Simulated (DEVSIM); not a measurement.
Device: Si n+/n-/n+ resistor, at 300 K.

| layer (left to right) | material | thickness (μm) | Nd (cm⁻³) | τn (s) | τp (s) |
|---|---|---|---|---|---|
| 1 | Si | 0.500 | 1.1e17 | 4.1e-5 | 4.1e-5 |
| 2 | Si | 0.220 | 2e14 | 4.1e-5 | 4.1e-5 |
| 3 | Si | 0.220 | 1e18 | 4.1e-5 | 4.1e-5 |

Left contact: ohmic. Right contact: ohmic. Voltage is applied to the left contact. Recombination: SRH at mid-gap. Mobility is μmin + (μ − μmin)/(1 + (N/Nref)^α).

This is a model device: material constants are rounded textbook-type values typed into the input, and sizes, dopings and lifetimes were drawn at random. Values at 300 K.

```tsv
parameter	Si
gap (eV)	1.124
affinity (eV)	4.05
permittivity	11.7
Nc (cm⁻³)	2.86e19
Nv (cm⁻³)	3.1e19
μn (cm²/Vs)	1417
μp (cm²/Vs)	470
μn,min	52
μp,min	45
Nref,n	9.7e16
Nref,p	2.2e17
αn	0.68
αp	0.72
```

Simulated with DEVSIM: 1D drift-diffusion, Boltzmann statistics, complete ionisation; no tunnelling, impact ionisation, image-force lowering or self-heating.

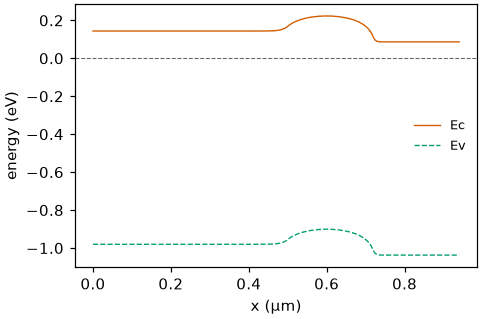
*Band edges at zero bias*

Energies count from the Fermi level of the right contact; mesh points crowd at the junctions.

```
x (μm)   Ec (eV)  Ev (eV)  n (cm⁻³)  p (cm⁻³)  field (V/cm)
-------  -------  -------  --------  --------  ------------
0.000      0.144   -0.980    1.1e17      1100           ≈ 0
0.01798    0.144   -0.980    1.1e17      1100           ≈ 0
0.04809    0.144   -0.980    1.1e17      1100           ≈ 0
0.09849    0.144   -0.980    1.1e17      1100           ≈ 0
0.2161     0.144   -0.980    1.1e17      1100           ≈ 0
0.3352     0.144   -0.980    1.1e17      1100           ≈ 0
0.4123     0.144   -0.980    1.1e17      1100            20
0.4698     0.146   -0.978    1.0e17      1200          2000
0.4927     0.159   -0.965    6.2e16      1900         11000
0.5065     0.179   -0.945    2.9e16      4100         14000
0.5275     0.200   -0.924    1.2e16      9300          7600
0.5758     0.221   -0.903    5.5e15     21000          1900
0.6307     0.220   -0.904    5.8e15     20000         -2400
0.6738     0.199   -0.925    1.3e16      9000         -7800
0.7074     0.155   -0.969    7.2e16      1600        -23000
0.7231     0.099   -1.025    6.3e17       180        -27000
0.7422     0.087   -1.037    1.0e18       120          -310
0.7719     0.087   -1.037    1.0e18       120           ≈ 0
0.8387     0.087   -1.037    1.0e18       120           ≈ 0
0.8861     0.087   -1.037    1.0e18       120           ≈ 0
0.9148     0.087   -1.037    1.0e18       120           ≈ 0
0.9400     0.087   -1.037    1.0e18       120           ≈ 0
```
